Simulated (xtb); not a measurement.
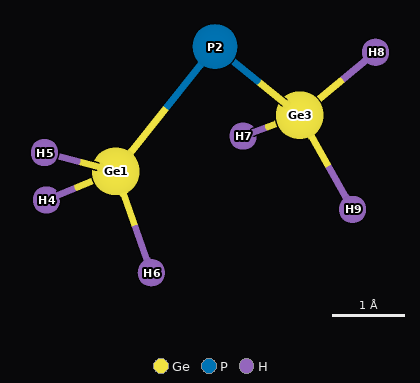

Fig. 1: The structure as given in the input (ball-and-stick view, seen at a tilt; atoms are numbered from 1 in the order of the input). Sticks mark near contacts. Bond lengths as drawn: Ge–H 1.46 to 1.61 Å and Ge–P 2.22 to 2.23 Å.

**Geometry relaxation, with input and output: Ge₂PH₆ (charge −1) (part 1 of 2)**

System: Ge₂PH₆, charge −1.
Method: GFN2-xTB (xtb 6.7.1).

The input (mol.xyz):
```
9

Ge    -0.735340     0.815180    -1.127860
P      1.352740     0.840900    -0.377410
Ge     0.912420    -0.748850     1.124440
H     -1.366900    -0.276220    -1.858460
H     -0.869040     2.000160    -2.210030
H     -1.932370     1.247490    -0.228520
H      0.454200    -2.153060     0.542400
H      2.105010    -1.215750     1.866520
H     -0.100650    -0.559660     2.231730
```

Hardware: 1 thread of Intel Xeon @ 2.50GHz (Skylake/Cascade Lake), 189 GiB of memory available, shared host.

Launch command:
```bash
xtb -o crude --gfn 2 --chrg -1 -- mol.xyz > out.txt 2> xtb.err
```

What the program printed:
```
* xtb version 6.7.1
   ID    Z sym.   atoms
    1   32 Ge     1, 3
    2   15 P      2
    3    1 H      4-9

           -------------------------------------------------
          |                Calculation Setup                |
           -------------------------------------------------

          program call               : xtb -o crude --gfn 2 --chrg -1 -- mol.xyz
          coordinate file            : mol.xyz
          omp threads                :                     1

           -------------------------------------------------
          |                 G F N 2 - x T B                 |
           -------------------------------------------------

      * Hamiltonian:
        H0-scaling (s, p, d)           1.850000    2.230000    2.230000
        zeta-weighting                 0.500000
      * Dispersion:
        s8                             2.700000
        a1                             0.520000
        a2                             5.000000
        s9                             5.000000
      * Repulsion:
        kExp                           1.500000    1.000000
        rExp                           1.000000
      * Coulomb:
        alpha                          2.000000
        third order                    shell-resolved
        anisotropic                    true
        a3                             3.000000
        a5                             4.000000
        cn-shift                       1.200000
        cn-exp                         4.000000
        max-rad                        5.000000

          ...................................................
          :                      SETUP                      :
          :.................................................:
          :  # basis functions                  36          :
          :  # atomic orbitals                  33          :
          :  # shells                           15          :
          :  # electrons                        20          :
          :  max. iterations                   250          :
          :  Hamiltonian                  GFN2-xTB          :
          :  restarted?                      false          :
          :  GBSA solvation                  false          :
          :  PC potential                    false          :
          :  electronic temp.          300.0000000     K    :
          :  accuracy                    1.0000000          :
          :  -> integral cutoff          0.2500000E+02      :
          :  -> integral neglect         0.1000000E-07      :
          :  -> SCF convergence          0.1000000E-05 Eh   :
          :  -> wf. convergence          0.1000000E-03 e    :
          :  Broyden damping             0.4000000          :
          :  net charge                         -1          :
          :  unpaired electrons                  0          :
          ...................................................

 iter      E             dE          RMSdq      gap      omega  full diag
   1     -9.5112698 -0.951127E+01  0.901E+00    4.23       0.0  T
   2     -9.5702467 -0.589769E-01  0.857E+00    3.45       1.0  T
   3     -9.6899920 -0.119745E+00  0.454E+00    3.76       1.0  T
   4     -9.6874340  0.255797E-02  0.145E+00    3.68       1.0  T
   5     -9.6897569 -0.232292E-02  0.725E-01    3.71       1.0  T
   6     -9.6904764 -0.719449E-03  0.314E-01    3.73       1.0  T
   7     -9.6906085 -0.132118E-03  0.657E-02    3.75       1.0  T
   8     -9.6906183 -0.977643E-05  0.109E-02    3.75       3.0  T
   9     -9.6906184 -0.818158E-07  0.424E-03    3.75       7.9  T
  10     -9.6906184 -0.459939E-08  0.181E-03    3.75      18.4  T
  11     -9.6906184 -0.312042E-08  0.602E-04    3.75      55.4  T
  12     -9.6906184 -0.209836E-09  0.242E-04    3.75     137.9  T

   *** convergence criteria satisfied after 12 iterations ***

         #    Occupation            Energy/Eh            Energy/eV
      -------------------------------------------------------------
         1        2.0000           -0.4625302             -12.5861
       ...           ...                  ...                  ...
         4        2.0000           -0.2854957              -7.7687
         5        2.0000           -0.2803088              -7.6276
         6        2.0000           -0.2760025              -7.5104
         7        2.0000           -0.2713679              -7.3843
         8        2.0000           -0.2338662              -6.3638
         9        2.0000           -0.2213414              -6.0230
        10        2.0000           -0.1634545              -4.4478 (HOMO)
        11                         -0.0257979              -0.7020 (LUMO)
        12                          0.0020384               0.0555
        13                          0.0166845               0.4540
        14                          0.0358817               0.9764
        15                          0.0574782               1.5641
       ...                                ...                  ...
        33                          1.7073325              46.4589
      -------------------------------------------------------------
                  HL-Gap            0.1376566 Eh            3.7458 eV
             Fermi-level           -0.0946262 Eh           -2.5749 eV

 SCC (total)                   0 d,  0 h,  0 min,  0.022 sec
 SCC setup                      ...        0 min,  0.000 sec (  0.887%)
 Dispersion                     ...        0 min,  0.000 sec (  0.344%)
 classical contributions        ...        0 min,  0.000 sec (  0.138%)
 integral evaluation            ...        0 min,  0.006 sec ( 26.886%)
 iterations                     ...        0 min,  0.011 sec ( 49.926%)
 molecular gradient             ...        0 min,  0.004 sec ( 20.565%)
 printout                       ...        0 min,  0.000 sec (  1.070%)

         :::::::::::::::::::::::::::::::::::::::::::::::::::::
         ::                     SUMMARY                     ::
         :::::::::::::::::::::::::::::::::::::::::::::::::::::
         :: total energy              -9.643894636157 Eh    ::
         :: gradient norm              0.049557379864 Eh/a0 ::
         :: HOMO-LUMO gap              3.745826914228 eV    ::
         ::.................................................::
         :: SCC energy                -9.690614370024 Eh    ::
         :: -> isotropic ES            0.087774284289 Eh    ::
         :: -> anisotropic ES          0.000796693290 Eh    ::
         :: -> anisotropic XC          0.003714225532 Eh    ::
         :: -> dispersion             -0.008212628638 Eh    ::
         :: repulsion energy           0.046719733867 Eh    ::
         :: add. restraining           0.000000000000 Eh    ::
         :: total charge              -1.000000000000 e     ::
         :::::::::::::::::::::::::::::::::::::::::::::::::::::

      -----------------------------------------------------------
     |                   =====================                   |
     |                        A N C O P T                        |
     |                   =====================                   |
     |               Approximate Normal Coordinate               |
     |                Rational Function Optimizer                |
      -----------------------------------------------------------
      -----------------------------------------------------------
     |                   =====================                   |
     |                        A N C O P T                        |
     |                   =====================                   |
     |               Approximate Normal Coordinate               |
     |                Rational Function Optimizer                |
      -----------------------------------------------------------

          ...................................................
          :                      SETUP                      :
          :.................................................:
          :   optimization level             crude          :
          :   max. optcycles                   200          :
          :   ANC micro-cycles                  20          :
          :   degrees of freedom                21          :
          :.................................................:
          :   RF solver                   davidson          :
          :   write xtbopt.log                true          :
          :   linear?                        false          :
          :   energy convergence         0.5000000E-03 Eh   :
          :   grad. convergence          0.1000000E-01 Eh/α :
          :   maxmium RF displ.          1.0000000          :
          :   Hlow (freq-cutoff)         0.1000000E-01      :
          :   Hmax (freq-cutoff)         5.0000000          :
          :   S6 in model hess.         20.0000000          :
          ...................................................

generating ANC from exact Hessian ...
Using Lindh-Hessian (1995)
 Shifting diagonal of input Hessian by    1.4515200447466008E-002
 Lowest  eigenvalues of input Hessian
    0.010000    0.000000    0.014172    0.014256    0.000000    0.000000
    0.000000    0.000000    0.000000    0.015759    0.017134    0.017585
    0.019536    0.021523    0.023523    0.024663    0.025739    0.028761
 Highest eigenvalues
    0.281294    0.318479    0.365518    0.424379    0.498684    0.543452

........................................................................
.............................. CYCLE    1 ..............................
........................................................................

 iter      E             dE          RMSdq      gap      omega  full diag
   1     -9.6906184 -0.969062E+01  0.463E-05    3.75       0.0  T
   2     -9.6906184  0.717648E-12  0.298E-05    3.75    1119.2  T
   3     -9.6906184 -0.278888E-11  0.311E-05    3.75    1071.5  T
     SCC iter.                  ...        0 min,  0.003 sec
     gradient                   ...        0 min,  0.005 sec
 * total energy  :    -9.6438946 Eh     change       -0.5032419E-10 Eh
   gradient norm :     0.0495570 Eh/α   predicted     0.0000000E+00 (-100.00%)
   displ. norm   :     0.3285877 α      lambda       -0.8119793E-02
   maximum displ.:     0.1594179 α      in ANC's #5, #1, #8, ...

........................................................................
.............................. CYCLE    2 ..............................
........................................................................

 iter      E             dE          RMSdq      gap      omega  full diag
   1     -9.6888169 -0.968882E+01  0.134E+00    3.79       0.0  T
   2     -9.6889428 -0.125861E-03  0.789E-01    3.77       1.0  T
   3     -9.6884673  0.475435E-03  0.585E-01    3.76       1.0  T
   4     -9.6889846 -0.517259E-03  0.159E-01    3.76       1.0  T
   5     -9.6890060 -0.213700E-04  0.409E-02    3.76       1.0  T
   6     -9.6890089 -0.294092E-05  0.323E-02    3.76       1.0  T
   7     -9.6890100 -0.106836E-05  0.228E-02    3.76       1.5  T
   8     -9.6890104 -0.463931E-06  0.550E-03    3.76       6.1  T
   9     -9.6890105 -0.218297E-07  0.164E-03    3.76      20.3  T
  10     -9.6890105 -0.195751E-08  0.426E-04    3.76      78.2  T
  11     -9.6890105 -0.164054E-09  0.656E-05    3.76     508.1  T
     SCC iter.                  ...        0 min,  0.014 sec
     gradient                   ...        0 min,  0.012 sec
 * total energy  :    -9.6478740 Eh     change       -0.3979398E-02 Eh
   gradient norm :     0.0189956 Eh/α   predicted    -0.4498243E-02 (  13.04%)
   displ. norm   :     0.3390310 α      lambda       -0.3559859E-02
   maximum displ.:     0.2530311 α      in ANC's #1, #5, #8, ...

........................................................................
.............................. CYCLE    3 ..............................
........................................................................

 iter      E             dE          RMSdq      gap      omega  full diag
   1     -9.6885745 -0.968857E+01  0.118E+00    3.55       0.0  T
   2     -9.6887360 -0.161532E-03  0.711E-01    3.58       1.0  T
   3     -9.6883538  0.382270E-03  0.439E-01    3.57       1.0  T
   4     -9.6887453 -0.391503E-03  0.250E-01    3.59       1.0  T
   5     -9.6888116 -0.663461E-04  0.796E-02    3.59       1.0  T
   6     -9.6888333 -0.216440E-04  0.173E-02    3.58       1.9  T
   7     -9.6888332  0.926908E-07  0.160E-02    3.58       2.1  T
   8     -9.6888335 -0.293974E-06  0.232E-03    3.58      14.4  T
   9     -9.6888335 -0.217078E-08  0.597E-04    3.58      55.9  T
  10     -9.6888335 -0.478906E-09  0.929E-05    3.58     358.8  T
     SCC iter.                  ...        0 min,  0.012 sec
     gradient                   ...        0 min,  0.010 sec
 * total energy  :    -9.6480290 Eh     change       -0.1550146E-03 Eh
   gradient norm :     0.0124588 Eh/α   predicted    -0.1984516E-02 (1180.21%)
   displ. norm   :     0.2045167 α      lambda       -0.1941216E-02
   maximum displ.:     0.1481193 α      in ANC's #1, #5, #4, ...

........................................................................
.............................. CYCLE    4 ..............................
........................................................................

 iter      E             dE          RMSdq      gap      omega  full diag
   1     -9.6908974 -0.969090E+01  0.772E-01    3.79       0.0  T
   2     -9.6909688 -0.713730E-04  0.414E-01    3.77       1.0  T
   3     -9.6908405  0.128351E-03  0.269E-01    3.78       1.0  T
   4     -9.6910038 -0.163362E-03  0.119E-01    3.77       1.0  T
   5     -9.6910189 -0.151110E-04  0.403E-02    3.77       1.0  T
   6     -9.6910248 -0.585095E-05  0.178E-02    3.77       1.9  T
   7     -9.6910250 -0.185761E-06  0.775E-03    3.77       4.3  T
   8     -9.6910250 -0.644216E-07  0.735E-04    3.77      45.3  T
   9     -9.6910250 -0.192173E-09  0.370E-04    3.77      90.0  T
     SCC iter.                  ...        0 min,  0.008 sec
     gradient                   ...        0 min,  0.007 sec
 * total energy  :    -9.6489038 Eh     change       -0.8747138E-03 Eh
   gradient norm :     0.0044550 Eh/α   predicted    -0.1011206E-02 (  15.60%)
   displ. norm   :     0.0772974 α      lambda       -0.2037649E-03
   maximum displ.:     0.0391413 α      in ANC's #8, #5, #7, ...

........................................................................
.............................. CYCLE    5 ..............................
........................................................................

 iter      E             dE          RMSdq      gap      omega  full diag
   1     -9.6899685 -0.968997E+01  0.297E-01    3.72       0.0  T
   2     -9.6899737 -0.513323E-05  0.191E-01    3.72       1.0  T
   3     -9.6899573  0.163356E-04  0.676E-02    3.71       1.0  T
   4     -9.6899751 -0.178043E-04  0.161E-02    3.72       2.1  T
   5     -9.6899754 -0.256684E-06  0.139E-02    3.72       2.4  T
   6     -9.6899757 -0.291217E-06  0.290E-03    3.72      11.5  T
   7     -9.6899757 -0.999054E-08  0.116E-03    3.72      28.7  T
   8     -9.6899757 -0.158687E-08  0.416E-04    3.72      80.2  T
   9     -9.6899757 -0.110731E-09  0.110E-04    3.72     302.1  T
     SCC iter.                  ...        0 min,  0.012 sec
     gradient                   ...        0 min,  0.010 sec
 * total energy  :    -9.6489429 Eh     change       -0.3914207E-04 Eh
   gradient norm :     0.0035305 Eh/α   predicted    -0.1024925E-03 ( 161.85%)
   displ. norm   :     0.0295174 α      lambda       -0.5980491E-04
   maximum displ.:     0.0183782 α      in ANC's #8, #4, #7, ...

   *** GEOMETRY OPTIMIZATION CONVERGED AFTER 5 ITERATIONS ***
```
